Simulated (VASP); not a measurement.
Band structure of Dy (hcp). Level of theory: SCAN meta-GGA, VASP's PBE PAW potentials (set 64) (plane waves; VASP 6.6.1).

The 4f electrons are frozen in the core of the lanthanide potential, so 4f levels, which can set the real gap, and their magnetism are missing.

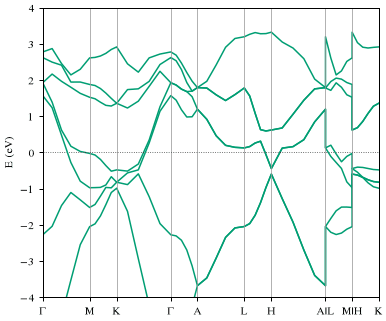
*Bands along high-symmetry lines, zero at the valence-band maximum or, without a gap, the Fermi level*

Problem. Read the plot: is there a gap, and where are the band edges?

Solution. It has no gap at this level: it comes out as a metal or semimetal.

The compound is Dy in the hcp structure. It was relaxed first.
